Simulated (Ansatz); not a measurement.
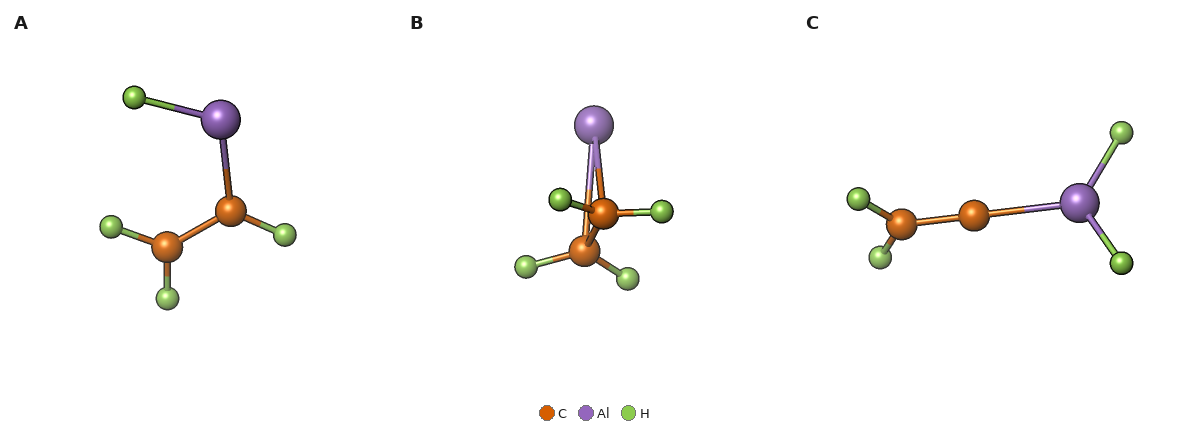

3 stationary structures of one formula. The species is neutral and a spin doublet. Geometries: PBE0-D4/def2-TZVP. Electronic energies: UHF-CCSD(T) (frozen core)/def2-TZVPP (Ansatz 0.2.0), without zero-point energy. No frequency run is at hand to confirm each as a minimum. Each is one conformer, not always the lowest.

**Rank them by energy, lowest first.**

B is lowest (C2v); A lies 0.138 eV above it (Cs), C lies 0.694 eV above it (C2v).

The determinant isn't a pure spin state (⟨S²⟩ up to 0.90).
